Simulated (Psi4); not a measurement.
**AsH3 (arsine): PBE/cc-pVTZ (density fitting with cc-pvqz-jkfit, sweep point 5)**

What is the vertical singlet–triplet gap of AsH3 (arsine) at PBE/cc-pVTZ (density fitting with cc-pvqz-jkfit, sweep point 5)? 

The calculation is run with Psi4 1.11.

2 further runs of the same task are left out: 2 for a known fault of the program.

## Step 1: Starting point

AsH3: 4 atoms, total charge 0, spin state singlet. SMILES: `[AsH3]`. Geometry: relaxed at PBE0-D4/def2-TZVP.

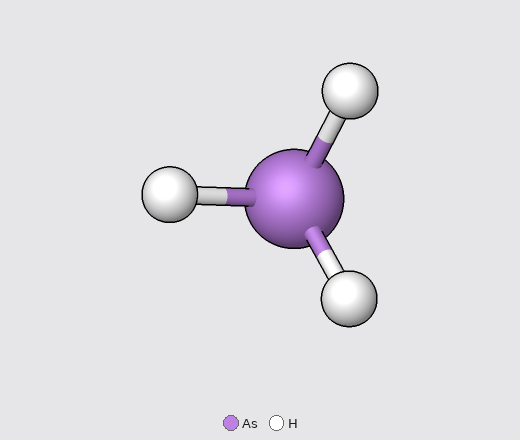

Viewed from a chosen angle; arsenic purple, hydrogen white.

## Step 2: A single-point energy at PBE/cc-pVTZ (density fitting with cc-pvqz-jkfit, sweep point 5)

The input, ash3.dat:

```
memory 1600 MB

molecule mol {
  0 1
  As    -0.215800     0.487600    -0.346000
  H      0.349900     0.630300     1.059400
  H     -1.068000    -0.705500     0.061100
  H      0.933900    -0.412500    -0.774500
  symmetry c1
}

set {
  basis cc-pVTZ
  puream true
  scf_type df
  dft_radial_points 99
  dft_spherical_points 590
  df_basis_scf cc-pvqz-jkfit
}

e_tot, wfn = energy("pbe", return_wfn=True)
print_variables()
```

Started as:

```bash
$ psi4 -n 1 ash3.dat ash3.out
```

ash3.out:

```text
[...]
  Running in c1 symmetry.
[...]
  Nuclear repulsion =   35.153177936618192
[...]
  Multiplicity = 1
[...]
  Nalpha       = 18
  Nbeta        = 18
[...]
    Number of basis functions: 85
[...]
   @DF-RKS iter   1: -2236.20533115208309   -1.78086e+00   2.54429e-02 DIIS/ADIIS
[...]
   @DF-RKS iter   8: -2237.35815422597079   -3.57613e-09   5.50403e-08 DIIS
[...]
    Orbital Energies [Eh]
    ---------------------
    Doubly Occupied:
       1A   -424.125385     2A    -53.205138     3A    -47.586947
       4A    -47.586946     5A    -47.585524     6A     -6.732974
       7A     -4.835647     8A     -4.835646     9A     -4.830933
      10A     -1.510514    11A     -1.510514    12A     -1.507064
      13A     -1.507064    14A     -1.505104    15A     -0.581291
      16A     -0.329602    17A     -0.329599    18A     -0.246995
[...]
  @DF-RKS Final Energy: -2237.35815422597079
   => Energetics <=
    Nuclear Repulsion Energy =             35.1531779366181922
    One-Electron Energy =               -3185.7829897701012669
    Two-Electron Energy =                 997.0306587671649368
    DFT Exchange-Correlation Energy =     -83.7590011596525272
    Empirical Dispersion Energy =           0.0000000000000000
    VV10 Nonlocal Energy =                  0.0000000000000000
    Total Energy =                      -2237.3581542259707930
[...]
 Multipole Moments:
 ------------------------------------------------------------------------------------
     Multipole            Electronic (a.u.)      Nuclear  (a.u.)        Total (a.u.)
 ------------------------------------------------------------------------------------
 L = 1.  Multiply by 2.5417464519 to convert [e a0] to [Debye]
 Dipole X            :         -0.8256875            0.8719188            0.0462313
 Dipole Y            :          1.8656937           -1.9702011           -0.1045073
 Dipole Z            :         -1.3238264            1.3979791            0.0741528
 Magnitude           :                                                    0.1362268
[...]
```

Run time: 7.8 s. Hardware: 1 thread of Intel Xeon 6975P-C (Granite Rapids), shared host; peak memory 1.2 GiB.

## Step 3: The triplet, same level

The input, job.in:

```
memory 1600 MB

molecule {
  0 3
  As    -0.215800     0.487600    -0.346000
  H      0.349900     0.630300     1.059400
  H     -1.068000    -0.705500     0.061100
  H      0.933900    -0.412500    -0.774500
  symmetry c1
}

set {
  reference uks
  puream true
  scf_type df
  dft_radial_points 99
  dft_spherical_points 590
  df_basis_scf cc-pvqz-jkfit
  maxiter 150
}

e_tot, wfn = energy("pbe/cc-pVTZ", return_wfn=True)
```

Started as:

```bash
$ psi4 -n 1 job.in job.out
```

job.out:

```text
[...]
  Running in c1 symmetry.
[...]
  Nuclear repulsion =   35.153177936618192
[...]
  Multiplicity = 3
[...]
  Nalpha       = 19
  Nbeta        = 17
[...]
    Number of basis functions: 85
[...]
   @DF-UKS iter   1: -2236.10896920300638   -1.68450e+00   2.45064e-02 DIIS/ADIIS
[...]
   @DF-UKS iter  14: -2237.14246027972149   -2.49710e-07   5.82541e-07 DIIS
[...]
   @S^2 Observed:                2.004343061E+00
[...]
    Orbital Energies [Eh]
    ---------------------
    Alpha Occupied:
       1A   -424.173908     2A    -53.251059     3A    -47.634732
       4A    -47.632815     5A    -47.630996     6A     -6.781672
       7A     -4.888532     8A     -4.883227     9A     -4.877181
      10A     -1.562125    11A     -1.561670    12A     -1.557697
      13A     -1.552650    14A     -1.551968    15A     -0.620851
      16A     -0.358584    17A     -0.354550    18A     -0.316173
      19A     -0.052657
    Alpha Virtual:
      20A     -0.045069    21A     -0.013520    22A      0.138448
      23A      0.138939    24A      0.143938    25A      0.171012
[...]
  @DF-UKS Final Energy: -2237.14246027972149
   => Energetics <=
    Nuclear Repulsion Energy =             35.1531779366181922
    One-Electron Energy =               -3184.0694279921362977
    Two-Electron Energy =                 995.5261442241464920
    DFT Exchange-Correlation Energy =     -83.7523544483502036
    Empirical Dispersion Energy =           0.0000000000000000
    VV10 Nonlocal Energy =                  0.0000000000000000
    Total Energy =                      -2237.1424602797214902
[...]
 Multipole Moments:
 ------------------------------------------------------------------------------------
     Multipole            Electronic (a.u.)      Nuclear  (a.u.)        Total (a.u.)
 ------------------------------------------------------------------------------------
 L = 1.  Multiply by 2.5417464519 to convert [e a0] to [Debye]
 Dipole X            :         -0.9129841            0.8719188           -0.0410654
 Dipole Y            :          1.9713996           -1.9702011            0.0011985
 Dipole Z            :         -1.4117287            1.3979791           -0.0137496
 Magnitude           :                                                    0.0433226
[...]
```

Run time: 14 s. Hardware: 1 thread of Intel Xeon 6975P-C (Granite Rapids), shared host; peak memory 1.2 GiB.

## Step 4: Outcome

Level: PBE/cc-pVTZ (density fitting with cc-pvqz-jkfit, sweep point 5).

| quantity | value |
| --- | --- |
| singlet: total energy | -2237.35815 Eh |
| singlet: dipole moment | 0.35 D |
| singlet: HOMO energy | -6.72 eV |
| singlet: LUMO energy | -0.28 eV |
| singlet: HOMO–LUMO gap | 6.44 eV |
| triplet: total energy | -2237.14246 Eh |
| triplet: dipole moment | 0.11 D |
| triplet: HOMO energy (highest over α and β) | -1.43 eV |
| triplet: ⟨S²⟩ | 2.004 |
| vertical energy of the triplet above the singlet | 5.869 eV |

At this shape the triplet lies 5.87 eV (135 kcal/mol) above the singlet.
